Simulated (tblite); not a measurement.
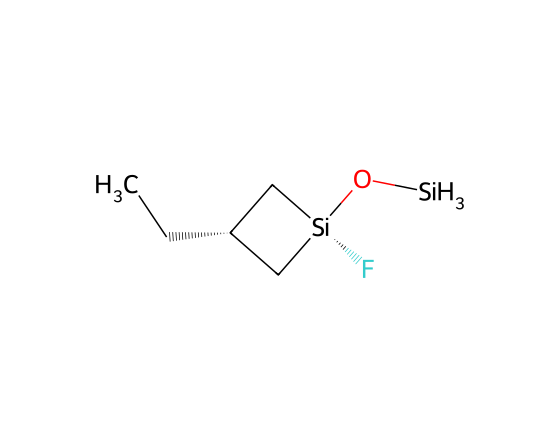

Simulated data, not a measurement (program: tblite).

Write the SMILES.

CC[C@H]1C[Si@](F)(O[SiH3])C1

Give the formula, hydrogens included.

C5H13FOSi2.

An optimisation with GFN2-xTB gave a structure of which point group?

C1.
